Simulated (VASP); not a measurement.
Data:

```
CuI
1.0
    0.00000     3.01080     3.01080
    3.01080     0.00000     3.01080
    3.01080     3.01080     0.00000
Cu I
1 1
Direct
  0.00000   0.00000   0.00000
  0.25000   0.25000   0.25000
```

Level of theory: r2SCAN meta-GGA, VASP's PBE PAW potentials (set 64) (plane waves; VASP 6.6.1). Settings: 520 eV cut-off, 9×9×9 Γ-centred mesh, tetrahedra with Blöchl corrections, potentials Cu I.

Unless said otherwise, spin-orbit coupling is left out, though it shifts the bands of the heavy elements here.

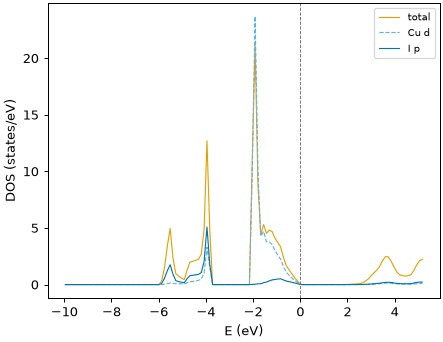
Fig. 1. Total and projected density of states, zero at the valence-band maximum

Within 2 eV below the valence-band maximum the largest weight inside VASP's projection spheres is Cu d.

The gap is direct, 1.68 eV, from the valence maximum at Γ to the conduction minimum at Γ.

The compound is CuI in the zinc blende structure. It was relaxed first.
